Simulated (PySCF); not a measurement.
**Geometry relaxation, with input and output: CH₇GeNO**

The run: geometry relaxation of CH₇GeNO, SMILES [CH3][GeH]([NH2])[OH]. Method and program: PBE0-D3(BJ)/def2-SVP geometry optimisation, gas phase (PySCF 2.14.0).

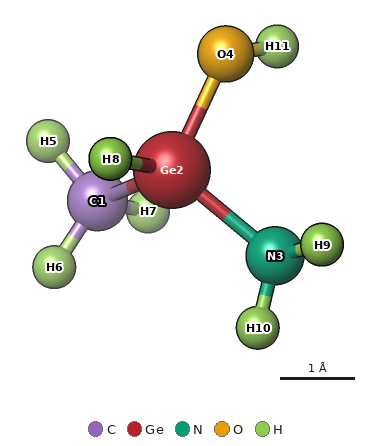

Figure 1. The input geometry (ball-and-stick view, seen at a tilt; atoms are numbered from 1 in the order of the input). Sticks mark near contacts.

### Input
```
{"job": {"xc": "PBE0", "basis": "def2-SVP", "d3": "d3bj", "grid": 2, "kind": "geom"}, "charge": 0, "multiplicity": 1}
C     -1.517985    -0.375052    -0.251666
Ge     0.230193     0.031905     0.571404
N      1.527839    -0.368116    -0.654469
O      0.420921     1.735763     0.889547
H     -2.322656     0.084695     0.314410
H     -1.700528    -1.443658    -0.292975
H     -1.543387     0.013869    -1.266562
H      0.425775    -0.522909     1.964164
H      2.473703    -0.141804    -0.378793
H      1.524397    -1.310737    -1.013965
H      0.481729     2.296044     0.118906
```

The first line tells a small driver script what to run in PySCF; the rest is the geometry in Å.

Machine: 1 CPU thread, shared host.

Launched with:
```bash
OMP_NUM_THREADS=1 python <driver script> task.json out
```

### The program's output
```
step   0  E = -2248.49280484  max force = 0.017286
step   1  E = -2248.49498987  max force = 0.012002
step   2  E = -2248.49543575  max force = 0.002150
step   3  E = -2248.49549404  max force = 0.000540
step   4  E = -2248.49555470  max force = 0.001996
step   5  E = -2248.49561902  max force = 0.002514
step   6  E = -2248.49568569  max force = 0.001954
step   7  E = -2248.49572544  max force = 0.000772
step   8  E = -2248.49574227  max force = 0.000310
step   9  E = -2248.49574931  max force = 0.000353
optimisation converged
```

### Trajectory as extended XYZ (Å, eV, eV/Å), 10 frames, from step=0 to step=9
```
11
Properties=species:S:1:pos:R:3:forces:R:3 step=0 energy=-61184.60568
C    -1.5180   -0.3750   -0.2517    0.8087   0.1594   0.3391
Ge    0.2302    0.0319    0.5714   -0.5383  -0.5406  -0.7439
N     1.5278   -0.3681   -0.6545   -0.1621   0.0960  -0.1200
O     0.4209    1.7358    0.8895    0.0598   0.8889   0.5547
H    -2.3227    0.0847    0.3144   -0.3003   0.2211   0.3156
H    -1.7005   -1.4437   -0.2930   -0.0590  -0.5581  -0.0018
H    -1.5434    0.0139   -1.2666    0.0509   0.1784  -0.4150
H     0.4258   -0.5229    1.9642   -0.0281  -0.3545   0.4694
H     2.4737   -0.1418   -0.3788    0.2213   0.0816   0.1646
H     1.5244   -1.3107   -1.0140   -0.0502  -0.3209  -0.1888
H     0.4817    2.2960    0.1189   -0.0027   0.1487  -0.3740
11
Properties=species:S:1:pos:R:3:forces:R:3 step=1 energy=-61184.66513
C    -1.4416   -0.4097   -0.2014   -0.1545   0.0442  -0.1234
Ge    0.2802    0.0792    0.5434    0.1409   0.3579   0.2743
N     1.5531   -0.3219   -0.7189    0.0164   0.0420   0.0838
O     0.4410    1.8535    0.8461   -0.0823  -0.6172  -0.1078
H    -2.2566    0.0330    0.3919    0.0518  -0.0153  -0.0076
H    -1.5839   -1.5024   -0.2163    0.0650   0.0394   0.0317
H    -1.5192   -0.0382   -1.2354   -0.0122  -0.0132   0.0399
H     0.4851   -0.5447    1.9541    0.0122   0.1583  -0.1736
H     2.5093   -0.1619   -0.4090   -0.0196  -0.0370  -0.0245
H     1.4953   -1.2557   -1.1191   -0.0239   0.0444   0.0012
H     0.4928    2.3274    0.0081    0.0060  -0.0034   0.0059
11
Properties=species:S:1:pos:R:3:forces:R:3 step=2 energy=-61184.67727
C    -1.4436   -0.4056   -0.2043   -0.0250   0.0087  -0.0494
Ge    0.2814    0.0771    0.5459   -0.0069   0.0832   0.0609
N     1.5549   -0.3165   -0.7138    0.0249   0.0051   0.0220
O     0.4349    1.8314    0.8449   -0.0320  -0.1106  -0.0678
H    -2.2550    0.0360    0.3923    0.0140  -0.0044   0.0148
H    -1.5773   -1.4980   -0.2136    0.0104  -0.0045   0.0064
H    -1.5245   -0.0359   -1.2374    0.0017  -0.0037   0.0099
H     0.4925   -0.5257    1.9497    0.0156   0.0114   0.0118
H     2.5120   -0.1636   -0.4055    0.0024  -0.0277  -0.0048
H     1.4920   -1.2457   -1.1216   -0.0125   0.0115  -0.0279
H     0.4881    2.3051    0.0070    0.0074   0.0307   0.0240
11
Properties=species:S:1:pos:R:3:forces:R:3 step=3 energy=-61184.67885
C    -1.4420   -0.4065   -0.2058    0.0055  -0.0115  -0.0062
Ge    0.2815    0.0791    0.5482   -0.0075  -0.0105  -0.0127
N     1.5555   -0.3160   -0.7115    0.0175   0.0023   0.0274
O     0.4287    1.8296    0.8429   -0.0163   0.0200  -0.0278
H    -2.2525    0.0330    0.3930   -0.0010  -0.0033   0.0078
H    -1.5708   -1.4995   -0.2130   -0.0022  -0.0039  -0.0009
H    -1.5236   -0.0377   -1.2387    0.0020   0.0027   0.0016
H     0.4949   -0.5187    1.9533    0.0099   0.0033   0.0142
H     2.5143   -0.1751   -0.4030    0.0036  -0.0223   0.0003
H     1.4845   -1.2394   -1.1309   -0.0173   0.0119  -0.0226
H     0.4849    2.3098    0.0091    0.0058   0.0112   0.0189
11
Properties=species:S:1:pos:R:3:forces:R:3 step=4 energy=-61184.68050
C    -1.4379   -0.4108   -0.2072    0.0279  -0.0238   0.0398
Ge    0.2821    0.0846    0.5505   -0.0049  -0.0764  -0.0714
N     1.5571   -0.3149   -0.7071    0.0193   0.0048   0.0302
O     0.4183    1.8333    0.8403   -0.0060   0.1027   0.0283
H    -2.2492    0.0234    0.3943   -0.0124  -0.0014  -0.0054
H    -1.5586   -1.5047   -0.2127   -0.0081  -0.0008  -0.0079
H    -1.5212   -0.0422   -1.2396   -0.0029   0.0080  -0.0064
H     0.4986   -0.5066    1.9579    0.0043   0.0032   0.0101
H     2.5184   -0.2005   -0.3963    0.0002  -0.0152   0.0032
H     1.4672   -1.2258   -1.1495   -0.0222   0.0115  -0.0149
H     0.4805    2.3229    0.0129    0.0049  -0.0126  -0.0055
11
Properties=species:S:1:pos:R:3:forces:R:3 step=5 energy=-61184.68225
C    -1.4313   -0.4184   -0.2073    0.0343  -0.0228   0.0639
Ge    0.2834    0.0931    0.5527   -0.0013  -0.1023  -0.0883
N     1.5603   -0.3120   -0.7003    0.0202   0.0070   0.0248
O     0.4038    1.8426    0.8377   -0.0037   0.1293   0.0679
H    -2.2462    0.0067    0.3958   -0.0160   0.0011  -0.0150
H    -1.5408   -1.5136   -0.2131   -0.0074   0.0013  -0.0122
H    -1.5180   -0.0490   -1.2390   -0.0083   0.0088  -0.0103
H     0.5037   -0.4889    1.9634    0.0010   0.0036   0.0026
H     2.5238   -0.2392   -0.3846   -0.0036  -0.0073   0.0049
H     1.4411   -1.2015   -1.1775   -0.0213   0.0107  -0.0074
H     0.4756    2.3388    0.0156    0.0061  -0.0293  -0.0309
11
Properties=species:S:1:pos:R:3:forces:R:3 step=6 energy=-61184.68407
C    -1.4228   -0.4293   -0.2052    0.0221  -0.0102   0.0561
Ge    0.2851    0.1038    0.5552    0.0010  -0.0824  -0.0587
N     1.5657   -0.3061   -0.6903    0.0146   0.0067   0.0104
O     0.3848    1.8569    0.8346   -0.0085   0.1005   0.0708
H    -2.2441   -0.0167    0.3979   -0.0112   0.0027  -0.0154
H    -1.5178   -1.5258   -0.2141   -0.0023   0.0020  -0.0112
H    -1.5154   -0.0579   -1.2360   -0.0095   0.0051  -0.0083
H     0.5102   -0.4665    1.9699    0.0010   0.0018  -0.0062
H     2.5291   -0.2894   -0.3676   -0.0051   0.0005   0.0057
H     1.4090   -1.1625   -1.2144   -0.0114   0.0071  -0.0018
H     0.4717    2.3521    0.0135    0.0093  -0.0338  -0.0414
11
Properties=species:S:1:pos:R:3:forces:R:3 step=7 energy=-61184.68515
C    -1.4177   -0.4370   -0.2016    0.0025   0.0012   0.0234
Ge    0.2859    0.1102    0.5571    0.0000  -0.0323  -0.0103
N     1.5703   -0.2997   -0.6825    0.0032   0.0063  -0.0029
O     0.3711    1.8676    0.8315   -0.0132   0.0397   0.0346
H    -2.2443   -0.0335    0.4006   -0.0018   0.0018  -0.0063
H    -1.5031   -1.5343   -0.2150    0.0014   0.0009  -0.0053
H    -1.5159   -0.0633   -1.2315   -0.0047   0.0007  -0.0025
H     0.5150   -0.4531    1.9737    0.0031  -0.0010  -0.0082
H     2.5313   -0.3206   -0.3542   -0.0027   0.0029   0.0047
H     1.3907   -1.1298   -1.2399    0.0004   0.0018  -0.0004
H     0.4722    2.3521    0.0054    0.0118  -0.0220  -0.0267
11
Properties=species:S:1:pos:R:3:forces:R:3 step=8 energy=-61184.68561
C    -1.4172   -0.4404   -0.1984   -0.0070   0.0030  -0.0032
Ge    0.2853    0.1115    0.5583   -0.0008   0.0042   0.0159
N     1.5723   -0.2942   -0.6794   -0.0048   0.0053  -0.0084
O     0.3644    1.8718    0.8286   -0.0143  -0.0043  -0.0010
H    -2.2457   -0.0406    0.4036    0.0034   0.0002   0.0024
H    -1.4990   -1.5378   -0.2153    0.0015  -0.0002   0.0001
H    -1.5187   -0.0648   -1.2275    0.0005  -0.0009   0.0021
H     0.5177   -0.4503    1.9745    0.0036  -0.0021  -0.0040
H     2.5317   -0.3264   -0.3475   -0.0005   0.0014   0.0019
H     1.3877   -1.1142   -1.2497    0.0060  -0.0007   0.0003
H     0.4767    2.3439   -0.0037    0.0122  -0.0058  -0.0061
11
Properties=species:S:1:pos:R:3:forces:R:3 step=9 energy=-61184.68580
C    -1.4183   -0.4422   -0.1963   -0.0069   0.0004  -0.0105
Ge    0.2842    0.1112    0.5589   -0.0012   0.0149   0.0181
N     1.5725   -0.2899   -0.6789   -0.0061   0.0043  -0.0083
O     0.3608    1.8727    0.8258   -0.0132  -0.0171  -0.0156
H    -2.2466   -0.0437    0.4067    0.0036  -0.0009   0.0048
H    -1.4990   -1.5397   -0.2150    0.0006  -0.0003   0.0024
H    -1.5215   -0.0655   -1.2249    0.0022  -0.0004   0.0033
H     0.5191   -0.4509    1.9745    0.0029  -0.0018  -0.0004
H     2.5312   -0.3217   -0.3453    0.0015   0.0001   0.0001
H     1.3901   -1.1083   -1.2521    0.0053  -0.0023   0.0003
H     0.4830    2.3367   -0.0100    0.0113   0.0031   0.0056
```

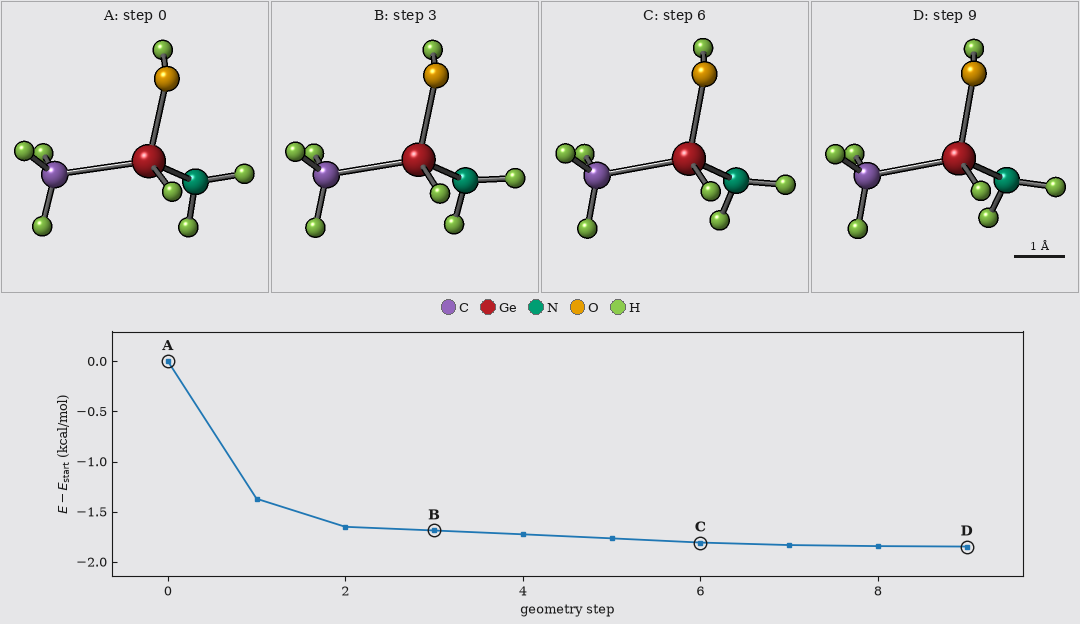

Figure 2. Frames of the relaxation (ball-and-stick view, seen at a tilt) above the curves, on which the letters mark them (steps are counted from 0).

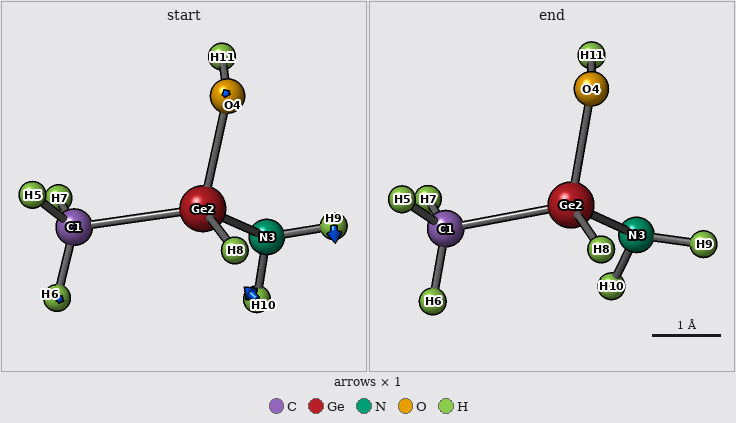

Figure 3. Before (left) and after (right) the relaxation, at one scale (ball-and-stick view, seen at a tilt). The blue arrows give the displacements, at true length. The energy falls by 1.85 kcal/mol in 9 geometry steps. Largest force component: 0.89 eV/Å at the start, 0.018 eV/Å at the end. The atom that moves furthest after the best rigid fit is H10 (0.31 Å). By element the largest moves are H 0.31 Å, O 0.13 Å, Ge 0.06 Å, C 0.06 Å, N 0.05 Å. Distances before and after: Ge2–O4 1.744 → 1.783 Å, C1–Ge2 1.975 → 1.943 Å, Ge2–H8 1.512 → 1.541 Å, C1–H6 1.085 → 1.101 Å. Among the angles that change: Ge2–O4–H11 115.7° → 110.6°, O4–Ge2–H8 100.2° → 102.5°, C1–Ge2–H8 115.0° → 112.7°. (Atoms are counted from 1 in the order of the input.)

### Summary

```csv
quantity,value
outcome,converged
total energy,−2248.495749 hartree
dipole moment,2.38 D
point group,C1
wall time,62 s
peak memory,0.56 GiB
```
